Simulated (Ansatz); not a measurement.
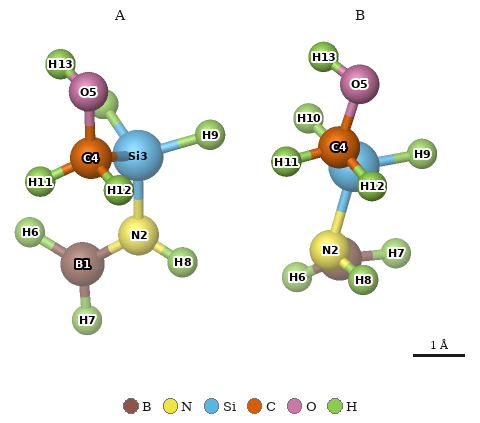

Two geometries of CH8BNOSi (coarse preliminary run), drawn at one scale. One is the start of a relaxation, the other its converged end. The picture is a ball-and-stick view, seen from a free direction.

Method: Ansatz 0.2.0, RKS PBE-D4/def2-SVP. Set-up: force threshold 0.03 eV/Å; at most 200 steps.

### Which one is relaxed?

Structure A is the relaxed one. The start comes from a force field. Over 29 accepted moves (31 points after the start) the energy falls by 1.611 eV. Largest force component: 3.2 eV/Å at the start, 0.012 eV/Å at the end. The line search rejected the trial steps at points 16, 29 of the run. The forces were under the threshold at step 25, but the run went on from there. H7 moves most after the best rigid fit: 1.94 Å. By element the largest moves are H 1.94 Å, N 1.10 Å, O 0.64 Å, Si 0.52 Å, B 0.51 Å, C 0.31 Å. Among the contacts that change: Si3–H9 1.420 → 1.503 Å, C4–O5 1.362 → 1.428 Å, B1–N2 1.474 → 1.408 Å, C4–H12 1.151 → 1.111 Å. Among the angles between lasting bonds that change: B1–N2–Si3 106.8° → 124.9°, Si3–N2–H8 105.2° → 117.2°, B1–N2–H8 109.0° → 117.8°. Cost: 38 s on 4 threads of AMD EPYC 7B13, with other jobs on the host.
